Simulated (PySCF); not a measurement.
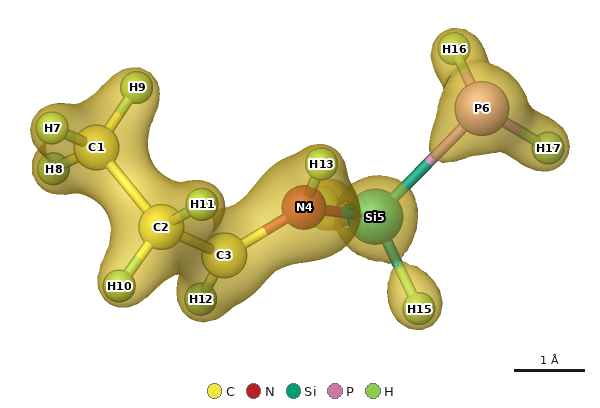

Figure 1: C$_{3}$H$_{11}$NPSi (doublet). Isosurface of the total electron density at 0.8 e/Å³ (yellow), seen at an oblique angle.

Geometry: GFN2-xTB.

All numbers below come from PySCF, UKS B3LYP, pcH-1 on C H N P Si, non-relativistic, mean-field spin-orbit, GIAO.

```json
{"atom": "C", "x (Å)": "-2.4946", "y (Å)": "-0.2498", "z (Å)": "0.9434"}
{"atom": "C", "x (Å)": "-2.0451", "y (Å)": "0.0795", "z (Å)": "-0.4934"}
{"atom": "C", "x (Å)": "-0.7136", "y (Å)": "0.7283", "z (Å)": "-0.5357"}
{"atom": "N", "x (Å)": "0.4287", "y (Å)": "-0.0214", "z (Å)": "-0.4764"}
{"atom": "Si", "x (Å)": "2.0389", "y (Å)": "0.5405", "z (Å)": "-0.2279"}
{"atom": "P", "x (Å)": "3.1998", "y (Å)": "-1.3712", "z (Å)": "-0.1776"}
{"atom": "H", "x (Å)": "-3.4675", "y (Å)": "-0.7361", "z (Å)": "0.9344"}
{"atom": "H", "x (Å)": "-2.5644", "y (Å)": "0.6616", "z (Å)": "1.5316"}
{"atom": "H", "x (Å)": "-1.7770", "y (Å)": "-0.9134", "z (Å)": "1.4204"}
{"atom": "H", "x (Å)": "-2.7870", "y (Å)": "0.7401", "z (Å)": "-0.9475"}
{"atom": "H", "x (Å)": "-2.0192", "y (Å)": "-0.8508", "z (Å)": "-1.0695"}
{"atom": "H", "x (Å)": "-0.5999", "y (Å)": "1.7729", "z (Å)": "-0.3147"}
{"atom": "H", "x (Å)": "0.2668", "y (Å)": "-1.0083", "z (Å)": "-0.6305"}
{"atom": "H", "x (Å)": "2.1220", "y (Å)": "1.3417", "z (Å)": "1.0062"}
{"atom": "H", "x (Å)": "2.5095", "y (Å)": "1.3994", "z (Å)": "-1.3300"}
{"atom": "H", "x (Å)": "3.4963", "y (Å)": "-1.3220", "z (Å)": "1.1713"}
{"atom": "H", "x (Å)": "4.3994", "y (Å)": "-0.7790", "z (Å)": "-0.5150"}
```

> Which contacts does the surface bridge?

At this value the surface falls into two separate pieces. It bridges the sampled C–N (1.37 Å), C–C (1.48 Å) and Si–N (1.72 Å) contacts, where the density stays above the isovalue. It is pinched off along the sampled Si–P (2.24 Å) contacts. On the grid the lowest density along these lines, outside the cores, is 2.1 e/Å³ (C–N, 1.37 Å), 1.8 e/Å³ (C–C, 1.48 Å), 0.92 e/Å³ (Si–N, 1.72 Å) and 0.67 e/Å³ (Si–P, 2.24 Å).
